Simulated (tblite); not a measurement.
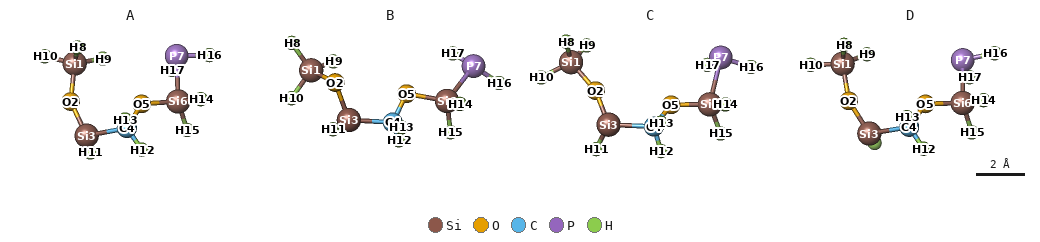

4 geometries from one relaxation of CH10O2PSi3 (multiplicity 2), in shuffled order. A ball-and-stick model, seen at a tilt.

Computed with GFN2-xTB geometry optimisation, gas phase (tblite 0.8.0). 

**Order the frames from highest to lowest energy.**

B, C, D, A. They are steps 0, 39, 94, 193, at +47.4 kcal/mol, +5.22 kcal/mol, +1.02 kcal/mol relative to the last. Over 193 geometry steps the energy falls by 47.4 kcal/mol. The largest move after the best rigid fit is that of H8, 2.06 Å. Largest moves by element: H 2.06 Å, P 1.61 Å, O 1.42 Å, Si 1.04 Å, C 0.71 Å. Among the contacts that change: Si1–Si3 2.741 → 3.136 Å, O2–Si3 1.731 → 1.616 Å, O5–Si6 1.721 → 1.610 Å, Si1–O2 1.719 → 1.634 Å. Among the angles between lasting bonds that change: Si1–O2–Si3 105.2° → 149.5°, C4–O5–Si6 105.1° → 128.8°, H16–P7–H17 107.1° → 92.1°. Groups turn about Si1–O2 by about 115°, O2–Si3 by about 95°, C4–O5 by about 45°. Cost: 1.6 s on 1 thread of Arm Neoverse V2 (shared host).
